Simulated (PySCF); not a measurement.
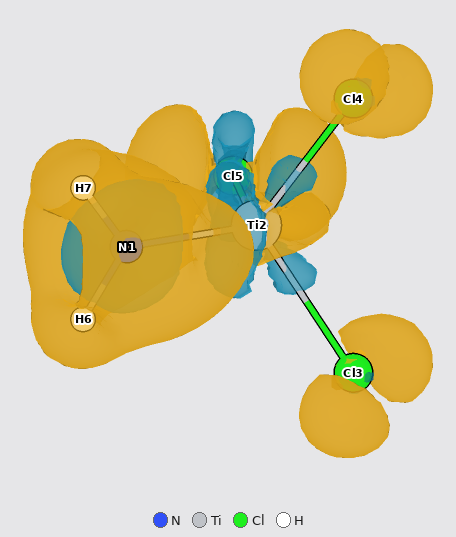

Figure 1: Cl$_{3}$H$_{2}$NTi, SMILES `N[Ti](Cl)(Cl)Cl`. Fukui function f⁻ = ρ(N) − ρ(N−1) at fixed geometry, surfaces at ±0.02 e/Å³ (yellow positive, teal negative).

Level of theory: CAM-B3LYP/def2-SVPD (PySCF), at a geometry from GFN2-xTB. This is a single-reference result, which may miss multireference character in this system. No frequency check shows the geometry to be a minimum. GFN2-xTB bond lengths at metals and heavier atoms can be off by up to 0.1 Å and shapes distorted, which carries into these values.

Cartesian coordinates (Å):

```
N1      -0.0001    0.0786   -2.0984
Ti2     -0.0002    0.0164   -0.2838
Cl3     -1.7275    0.9541    0.5394
Cl4      1.7231    0.9619    0.5393
Cl5      0.0047   -1.9802    0.4701
H6      -0.8278    0.0880   -2.6978
H7       0.8272    0.0917   -2.6978
```

> On which atoms does the density change most on removal of an electron?

f⁻ (Hirshfeld-condensed) is largest on N1 (0.27) and Cl5 (0.22); the vertical ionisation energy is 10.59 eV (the stability of the cation's solution wasn't checked). Condensed values hint at sites of electrophilic attack but needn't mark the atom that reacts. Shares this close don't rank the sites. Orbital relaxation makes it negative in places (0.24 e in all).

```json
{"atom": "N1", "f⁻": "+0.27", "charge": "−0.30"}
{"atom": "Ti2", "f⁻": "+0.07", "charge": "+0.49"}
{"atom": "Cl3", "f⁻": "+0.14", "charge": "−0.15"}
{"atom": "Cl4", "f⁻": "+0.14", "charge": "−0.15"}
{"atom": "Cl5", "f⁻": "+0.22", "charge": "−0.17"}
{"atom": "H6", "f⁻": "+0.08", "charge": "+0.14"}
{"atom": "H7", "f⁻": "+0.08", "charge": "+0.14"}
```
